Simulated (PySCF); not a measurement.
# CCSDT/STO-3G run of [SiH5]− (SMILES [H][Si-]([H])([H])([H])[H])

Aim: the energy change on altering one bond length of [SiH5]− at CCSDT/STO-3G, from 2 runs. Input form: a Python script.

The results are computed with PySCF 2.14.0.

9 further runs of the same task are left out: 9 set aside as unsound or not needed.

**1. The molecule**

[SiH5]− has 6 atoms, charge -1, and is taken as a singlet. As SMILES, `[H][Si-]([H])([H])([H])[H]`. The coordinates come from a GFN2-xTB relaxation.

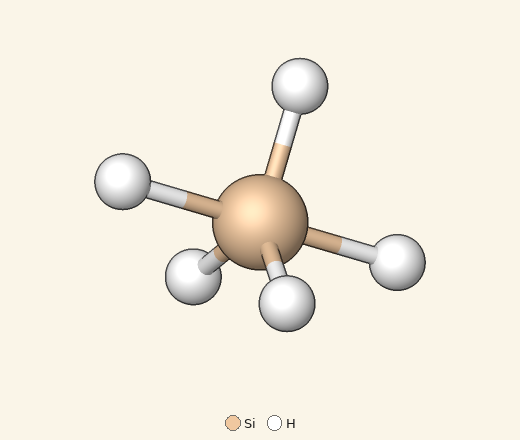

Viewed from a chosen angle; silicon light orange, hydrogen white.

**2. The energy at CCSDT/STO-3G**

job.py

```python
from pyscf import gto, scf, cc

system = gto.Mole()
system.atom = '''
Si    -0.000454     0.000435     0.002778
H     -0.037587    -0.014721     3.098981
H      0.041177     0.014853    -3.103762
H      2.816882     0.022393     0.036283
H     -1.431562     2.428487    -0.004951
H     -1.388438    -2.451447    -0.029329
'''
system.spin = 0
system.basis = 'sto-3g'
system.verbose = 3
system.unit = 'bohr'
system.max_memory = 1860
system.charge = -1
system.build()

mf = scf.RHF(system)
mf.conv_tol = 1e-10
mf.kernel()
if not mf.converged:
    mf = mf.newton().run(mf.mo_coeff, mf.mo_occ)

mycc = cc.CCSDT(mf, frozen=5)
mycc.kernel()
e_final = mycc.e_tot
print(f'total energy: {e_final:.8f} hartree')
```

Started as:

```bash
$ OMP_NUM_THREADS=1 python job.py
```

The log of the run:

```text
converged SCF energy = -288.202566134503
_make_eris_incore_RCCSDT

WARN: A large `blksize` is being used, which may cause large memory consumption
      for storing contraction intermediates. If memory is sufficient, consider using
      `pyscf.cc.rccsdt_highm.RCCSDT` instead.

WARN: A large `blksize_oovv` is being used, which may cause large memory consumption
      for storing contraction intermediates. If memory is sufficient, consider using
      `pyscf.cc.rccsdt_highm.RCCSDT` instead.

WARN: A large `blksize_oooo` is being used, which may cause large memory consumption
      for storing contraction intermediates. If memory is sufficient, consider using
      `pyscf.cc.rccsdt_highm.RCCSDT` instead.

RCCSDT converged
E(RCCSDT) = -288.2788276901033   E_corr = -0.07626155560046528
E_corr(same-spin) = -0.00116827286909594
E_corr(oppo-spin) = -0.0750932827313694
total energy: -288.27882769 hartree
```

It took 0.54 s on 1 thread of Arm Neoverse V2, shared host; peak memory 0.1 GiB.

**3. The distorted shape at the same level**

start.xyz

```xyz
6

Si    -0.298389    -0.002094    -0.002076
H     -0.318039    -0.010114     1.636364
H     -0.276359     0.005536    -1.645986
H      1.490630     0.011850     0.019200
H     -1.055699     1.282776    -0.006166
H     -1.032879    -1.299574    -0.019066
```

job.py

```python
from pyscf import gto, cc

mol = gto.M(
    atom='start.xyz',
    max_memory=1860,
    verbose=3,
    basis='sto-3g',
    spin=0,
    charge=-1,
)

mf = mol.RHF()
mf.conv_tol = 1e-10
mf.kernel()
if not mf.converged:
    mf = mf.newton().run(mf.mo_coeff, mf.mo_occ)

mycc = cc.CCSDT(mf, frozen=5)
mycc.kernel()
e_final = mycc.e_tot
print('E = %.10f Eh' % e_final)
```

Started as:

```bash
$ OMP_NUM_THREADS=1 python job.py
```

The log of the run:

```text
converged SCF energy = -288.169642546688
_make_eris_incore_RCCSDT

WARN: A large `blksize` is being used, which may cause large memory consumption
      for storing contraction intermediates. If memory is sufficient, consider using
      `pyscf.cc.rccsdt_highm.RCCSDT` instead.

WARN: A large `blksize_oovv` is being used, which may cause large memory consumption
      for storing contraction intermediates. If memory is sufficient, consider using
      `pyscf.cc.rccsdt_highm.RCCSDT` instead.

WARN: A large `blksize_oooo` is being used, which may cause large memory consumption
      for storing contraction intermediates. If memory is sufficient, consider using
      `pyscf.cc.rccsdt_highm.RCCSDT` instead.

RCCSDT converged
E(RCCSDT) = -288.2566213264867   E_corr = -0.0869787797990121
E_corr(same-spin) = -0.00143862093775941
E_corr(oppo-spin) = -0.0855401588612527
E = -288.2566213265 Eh
```

Run time: 0.62 s. Hardware: 1 thread of Arm Neoverse V2, shared host; peak memory 0.12 GiB.

**4. Results**

At CCSDT/STO-3G, 5 core orbitals frozen:

| quantity | value |
| --- | --- |
| first shape: total energy | -288.27883 Eh |
| first shape: HOMO energy (Hartree–Fock orbitals) | 2.38 eV |
| first shape: LUMO energy (Hartree–Fock orbitals) | 21.53 eV |
| first shape: HOMO–LUMO gap (to an unbound level, set by the basis) | 19.15 eV |
| first shape: correlation energy (5 core orbitals frozen) | -76.3 mEh |
| first shape: T1 diagnostic | 0.007 |
| distorted shape: total energy | -288.25662 Eh |
| distorted shape: HOMO energy (Hartree–Fock orbitals) | 2.16 eV |
| distorted shape: LUMO energy (Hartree–Fock orbitals) | 18.35 eV |
| distorted shape: HOMO–LUMO gap (to an unbound level, set by the basis) | 16.18 eV |
| distorted shape: correlation energy (5 core orbitals frozen) | -87.0 mEh |
| distorted shape: T1 diagnostic | 0.009 |
| energy change with the Si1–H4 bond stretched from 1.491 to 1.789 Å | 0.604 eV |

In words: With the Si1–H4 bond stretched from 1.491 to 1.789 Å the energy rises by 0.60 eV (13.9 kcal/mol). The first shape isn't relaxed at this level, so the change isn't measured from a minimum. The minimal basis adds a large error of its own. The HOMO (first shape) lies at positive energy, 2.38 eV: the electron is unbound at this level or held by a compact basis; values depend on the basis. Mulliken charges (distorted shape) of the mean-field density run from -0.40 on H3 to +0.71 on Si1. The HOMO (distorted shape) lies at positive energy, 2.16 eV: the electron is unbound at this level or held by a compact basis; values depend on the basis.
